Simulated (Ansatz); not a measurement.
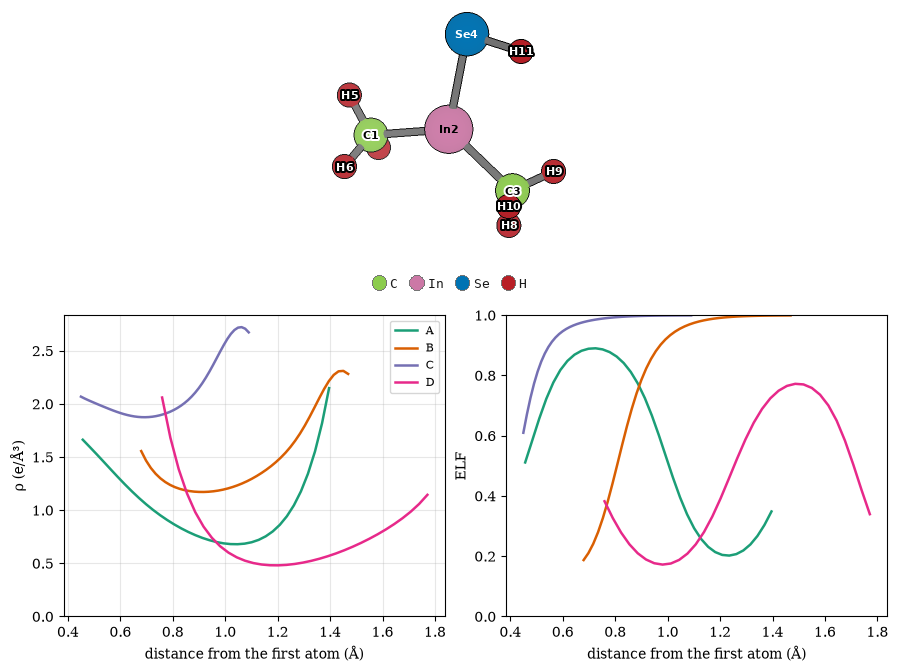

C₂H₇InSe (SMILES [CH3][In]([CH3])[SeH]). Electron density and ELF along straight lines between neighbouring atoms. The curves leave out the atomic cores. The structure is drawn too.

Geometry: PBE0-D4/def2-TZVP; core potentials replace the inner electrons of In.

All numbers below come from RKS PBE0-D4/def2-TZVPP in Ansatz.

```xyz
11

C     1.0000    1.7591   -0.7935
In    0.1614   -0.1307   -0.2127
C    -1.2811   -0.6166    1.3031
Se    1.0481   -2.0953   -1.5374
H     1.6960    1.6297   -1.6214
H     1.5282    2.2063    0.0506
H     0.2050    2.4424   -1.0974
H    -1.8409    0.2651    1.6159
H    -1.9726   -1.3706    0.9256
H    -0.7625   -1.0300    2.1705
H     0.2183   -3.0593   -0.8033
```

### Which curve belongs to which contact (C–H, C–In, In–Se and Se–H)? The first atom named is at distance zero.

Curve A: C–In (2.15 Å): ρ is about 0.69 e/Å³ halfway; the ELF peaks at about 0.90 in the valence shell of C, 0.7 Å from its nucleus, and drops to about 0.20 between the two atoms. Curve B: Se–H (1.47 Å): ρ is about 1.3 e/Å³ halfway; the ELF climbs to about 1 towards the hydrogen, as it does in any bond to H. Curve C: C–H (1.09 Å): ρ at the midpoint is about 2 e/Å³; the ELF climbs to about 1 towards the hydrogen; an ordinary covalent bond to hydrogen. Curve D: In–Se (2.53 Å): the density is about 0.49 e/Å³ at the midpoint; the ELF peaks at about 0.75 in the valence shell of Se, 1.0 Å from its nucleus, and drops to about 0.15 between the two atoms.
